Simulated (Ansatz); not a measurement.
## How methods differ on InNH3 (SMILES [NH2][InH])

InNH3 has 5 atoms, charge 0, and is taken as a doublet. SMILES: `[NH2][InH]`. Geometry: optimised at wB97X-V/def2-SVP. This is one conformer, not always the lowest.

```
atom    x (Å)    y (Å)    z (Å)
   N  -0.1783  -0.7750   0.1637
  In   0.8160   0.9833   0.3417
   H  -0.9169  -0.9477  -0.5130
   H  -0.0156  -1.5951   0.7388
   H   0.3447   2.2606  -0.7727
```

Quantity: the dissociation energy of the H3–N1 bond into doublet H and singlet InNH2 (shapes relaxed at wB97X-V/def2-SVP, no zero-point term), in eV. The values are calculated.

```csv
level,kind,program,value (eV),CPU time (all runs)
UHF/def2-TZVPP (core potential),Hartree–Fock,Ansatz,4.26,3 s
USVWN5/def2-TZVPP (core potential),LDA,Ansatz,3.89,2.9 s
UBLYP/def2-TZVPP (core potential),GGA,Ansatz,3.58,5.9 s
U-r2SCAN/def2-TZVPP (core potential),meta-GGA,Ansatz,3.84,11 s
UB3LYP/def2-TZVPP (core potential),global hybrid,Ansatz,3.86,6.5 s
U-wB97M-V/def2-TZVPP (core potential),range-separated hybrid,Ansatz,4.01,26 s
UB2PLYP/def2-TZVPP (core potential),double hybrid,Ansatz,3.70,16 s
RPA@PBE/def2-TZVPP (core potential),RPA,Ansatz,3.62,12 s
```

Spin-orbit coupling, which can split open shells on such heavy atoms by tenths of an eV, is left out. The values span 3.58 to 4.26 eV. A fragment with an even electron count was run as a singlet and may have a lower triplet. Measured bond enthalpies also hold zero-point and thermal terms, a few tenths of an eV less. Times are those of the runs behind each value, whatever else they computed, on shared processors of several kinds: orders of magnitude only.

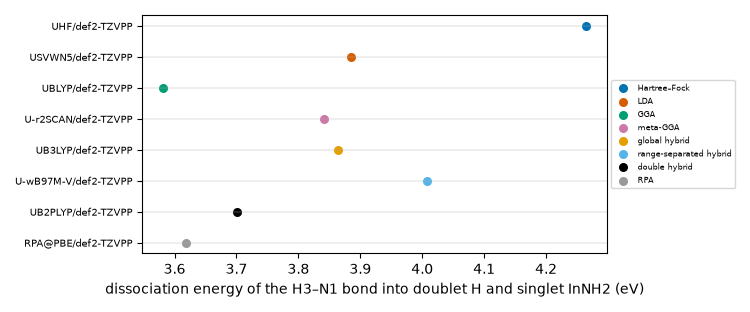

The values of the table, level by level.
